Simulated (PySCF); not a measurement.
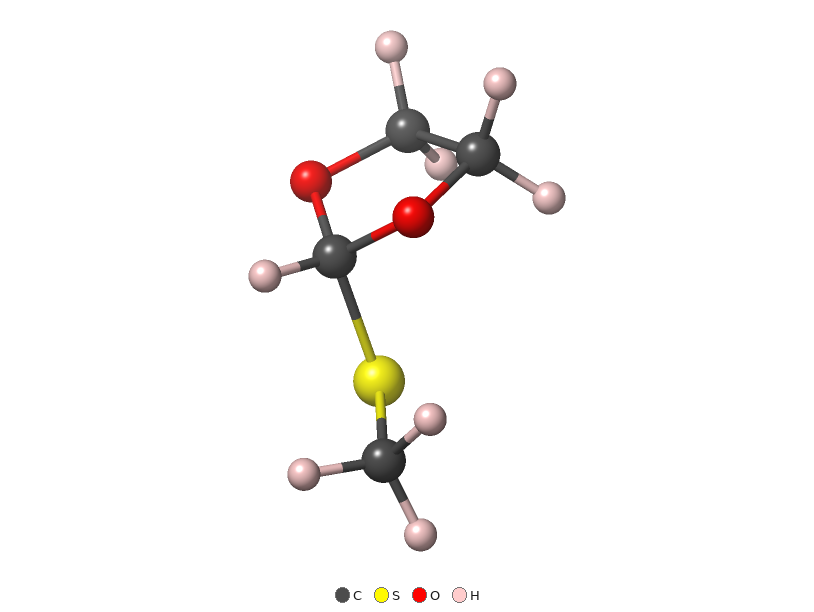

A ball-and-stick model of a molecule. Every bond is drawn as one stick, whatever its order.

The geometry was computed by an optimisation with GFN2-xTB. No frequency run is at hand to confirm it as a minimum.

Identify the structure.

It has 15 atoms: 4 carbon, 8 hydrogen, 2 oxygen and 1 sulfur (C4H8O2S). Its SMILES string is `CSC1OCCO1`. Independent rings (smallest set): 1 of 5 members. Among its groups: ether, thioether. The point group is C1. Coordination: 4 C tetrahedral; 1 S bent; 2 O bent.

More results for the same structure follow; atom numbers are the same in all pictures, views and colours differ.

**Geometry**

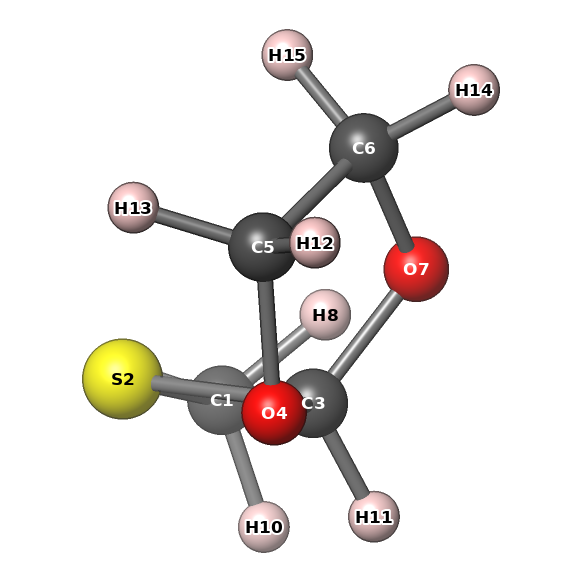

C3 lies behind O4. The molecule seen a little off the O4–C3 bond, O4 in front. Atoms fade into the background with distance from the viewer. No frequency run is at hand to confirm it as a minimum.

Question: What is the torsion angle C5–O4–C3–S2? The sign is positive where the front bond must turn clockwise to cover the back bond.

Answer: −85°, about perpendicular.

**Polarisability**

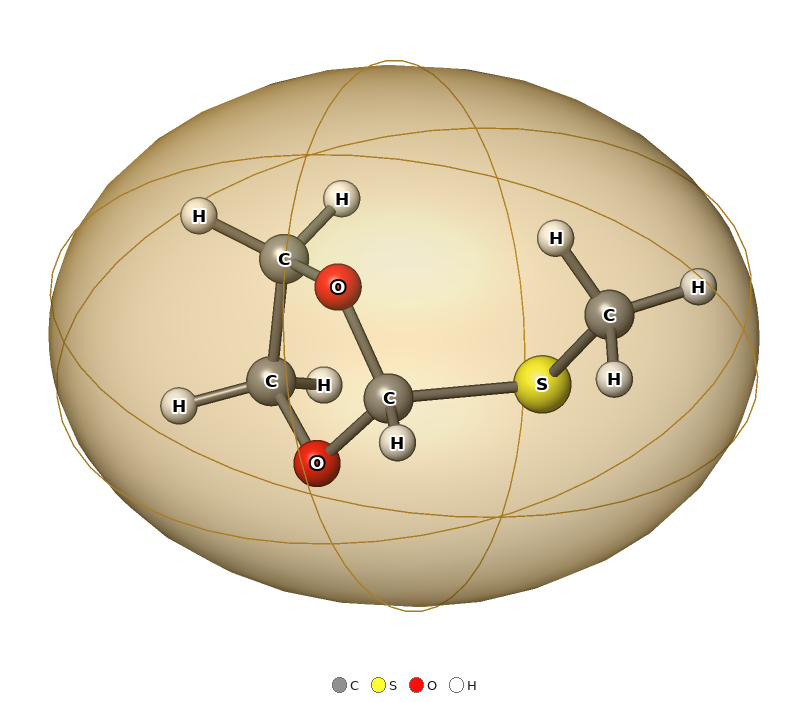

The ellipsoid shows the static dipole polarisability: its half-axes are proportional to the principal values. No frequency run is at hand to confirm it as a minimum. Computed with PBE0/def2-SVPD (PySCF 2.14.0).

Question: Give the principal values, the mean and the anisotropy.

Answer: Principal values 66.0, 69.2, 92.1 bohr³; mean 75.8 bohr³ (11.23 Å³); anisotropy 24.6 bohr³, so the longest axis is 1.40 times the shortest.

**NMR shielding**

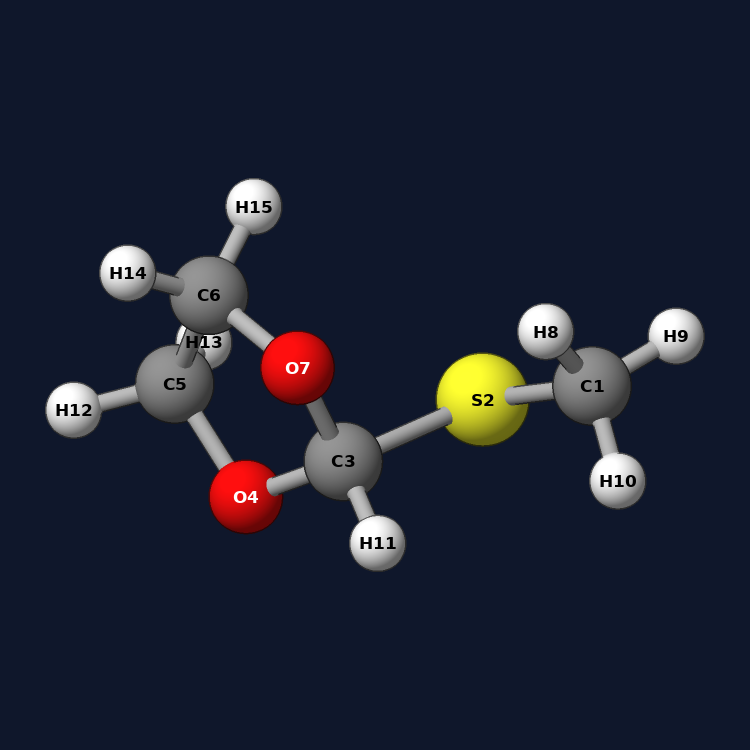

No frequency run is at hand to confirm it as a minimum. Method: GIAO PBE0/pcSseg-1 NMR shielding, non-relativistic, gas phase (PySCF 2.14.0). Principal shieldings σ11 ≤ σ22 ≤ σ33, span Ω = σ33 − σ11, skew κ = 3(σiso − σ22)/Ω.

Give the shielding tensors of the S atoms.

```tsv
atom	σ11	σ22	σ33	σiso	Ω	κ
S2	286.1	483.8	740.1	503.3	454.1	0.13
```

Shieldings and span in ppm.

**Excitation**

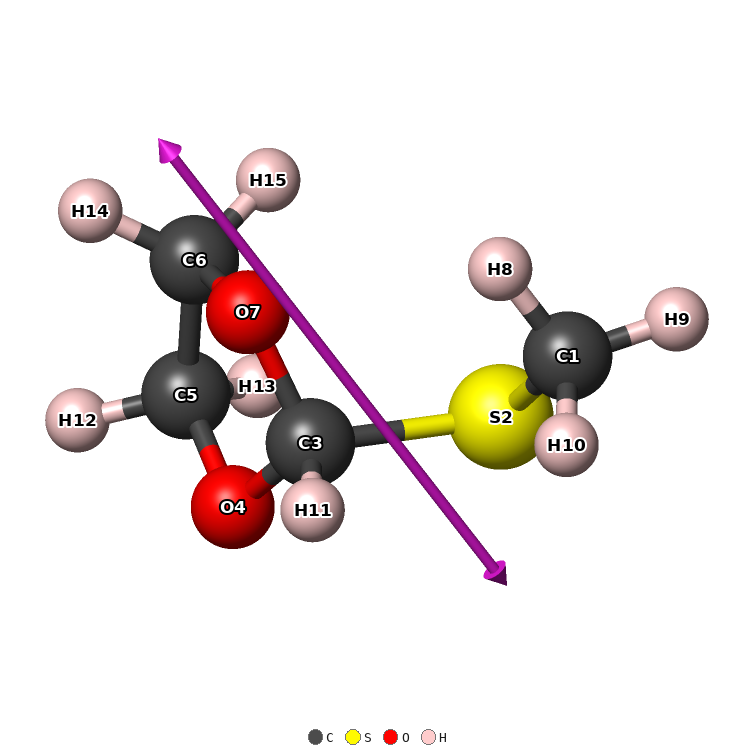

The double arrow shows the direction of the transition dipole to excited singlet state 4 (its length means nothing). No frequency run is at hand to confirm it as a minimum. Level of theory: TDDFT PBE0/def2-SVPD, vertical, gas phase, core orbitals frozen in the response (PySCF 2.14.0).

Question: Where does the transition lie, and how strong is it?

Answer: 6.78 eV (183 nm), oscillator strength 0.017, mainly HOMO → LUMO+3 (weight 0.81); transition dipole 0.82 D.
